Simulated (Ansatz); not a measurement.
The relaxed structure here is a generated cell of TaSi2: the first start was made by placing the elements on the sites of a structure type, and the end was not matched to a known phase here, so it may be hypothetical. Known forms of TaSi2 include space group No. 181.

A relaxed structure of TaSi₂. Space group I4/mmm (No. 139), AFLOW prototype AB2_tI6_139_a_e (C11_b, as in Si2Mo). These are PBEsol (plane waves to 420 eV, PAW, scalar-relativistic; Ansatz, a quantum-chemistry and plane-wave program) values and carry that method's errors.

Space group I4/mmm (No. 139); a = b = 3.2541 Å, c = 8.1563 Å, α = β = γ = 90.00°

| atom | site | symmetry | x | y | z |
|---|---|---|---|---|---|
| Ta | 2a | 4/mmm | 0.0000 | 0.0000 | 0.0000 |
| Si | 4e | 4mm | 0.0000 | 0.0000 | 0.3317 |
(The calculation used a cell of 3 atoms; values per cell refer to that cell.)

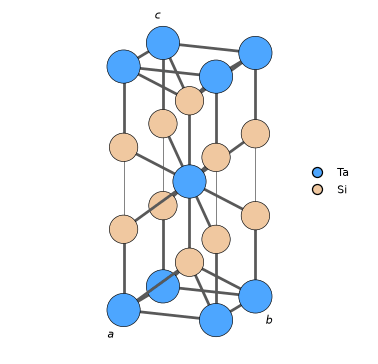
Figure. The conventional cell of the relaxed structure

```yaml
volume_per_atom: 14.39 Å³
band_gap: zero (metallic)
shortest_distances: Si–Si 2.66 Å; Si–Ta 2.68 Å; Ta–Ta 3.25 Å
k-mesh: 20×20×20
```

Band energies at high-symmetry points (eV from the Fermi level; labels of this space group; no spin-orbit coupling), from −5 eV up to 3.9 eV:

```json
[
 {"point": "Γ", "energies": "-3.25 -1.69 -1.51 -1.51 2.64 3.35 3.76"},
 {"point": "X", "energies": "-4.85 -4.75 -3.78 -1.98 -0.49 3.06"},
 {"point": "P", "energies": "-2.11 -1.17 -1.17 0.73"},
 {"point": "N", "energies": "-4.47 -3.73 -1.38 -1.12 1.26 3.51"},
 {"point": "M", "energies": "-2.23 -1.22 0.14 0.14 1.06 1.06 2.82"},
 {"point": "S", "energies": "-1.58 -1.50 -1.05 1.35 2.92"},
 {"point": "S0", "energies": "-1.58 -1.50 -1.05 1.35 2.92"},
 {"point": "R", "energies": "-4.74 -3.89 -3.26 -1.85 -0.89 2.50 3.87"}
]
```

No spin polarisation in the result. The relaxed primitive cell holds an odd number of electrons. A magnetic state may lie lower.

The run could not lose the symmetry of its start; a randomly shaken copy of 6 atoms returns to this structure.
